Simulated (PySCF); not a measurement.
B$_{3}$H$_{3}$O$_{3}$, SMILES `B1OBOBO1`.

Computed with PySCF, def2-SVP basis, geometry: GFN2-xTB. No frequency check shows the geometry to be a minimum.

Cartesian coordinates (Å):

```
B1      -1.3129   -0.3587    0.0000
O2      -0.3454   -1.3146    0.0000
B3       0.9671   -0.9577    0.0000
O4       1.3112    0.3582    0.0000
B5       0.3458    1.3163    0.0000
O6      -0.9658    0.9565    0.0000
H7      -2.4414   -0.6670    0.0000
H8       1.7983   -1.7808    0.0000
H9       0.6430    2.4478    0.0000
```

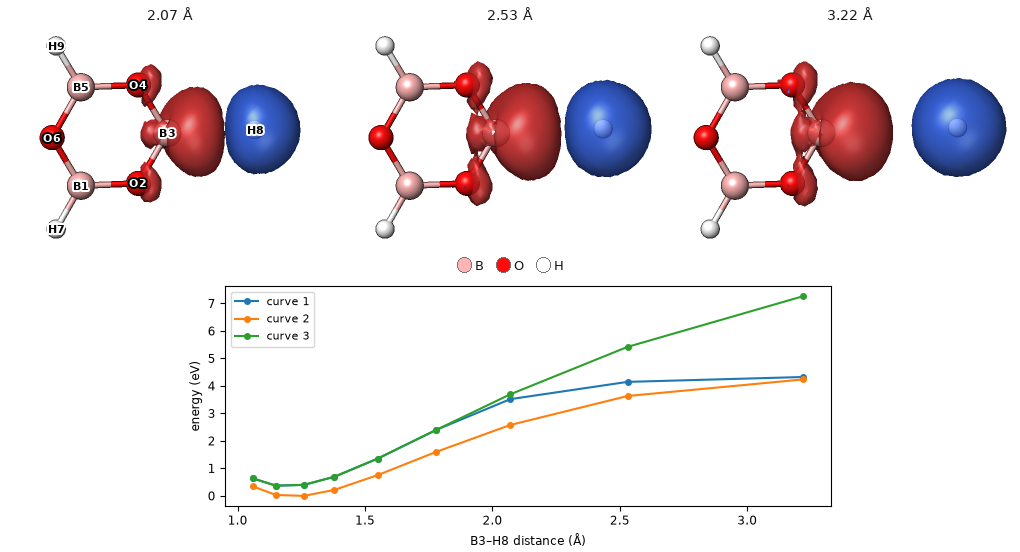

Rigid stretch of the B3–H8 bond. Broken-symmetry UHF spin density at ±0.03 e/Å³ (red: α, blue: β). Below: energies along the scan, from the lowest point of the three curves.

Q: How does the broken-symmetry solution share the spin, and how far is it from a pure singlet?

A: At 3.22 Å excess α spin lies mostly on B3 and excess β on H8; the two could be swapped at no cost. ⟨S²⟩ is 0.40 at 2.07 Å, 0.83 at 2.53 Å and 0.97 at 3.22 Å, against 0 for a pure singlet and 1 for an equal mix of singlet and triplet.

Q: Which curve is which method?

A: Curve 1 is UHF. Curve 2 is CASSCF(2,2). Curve 3 is RHF. RHF rises too steeply because it keeps both electrons in one orbital and so mixes in ionic fragments.

Q: Where does the UHF solution part from RHF?

A: Between 1.78 Å (⟨S²⟩ = 0, the two coincide) and 2.07 Å (⟨S²⟩ = 0.40); at 3.22 Å ⟨S²⟩ is 0.97 and UHF lies 2.9 eV below RHF.

Q: How much energy does the stretch cost?

A: By CASSCF, 4.2 eV from the lowest point of the scan (1.26 Å) to 3.22 Å; RHF gives 6.9 eV from its own lowest point. The fragments aren't relaxed and dynamic correlation is missing, so this isn't a bond dissociation energy.
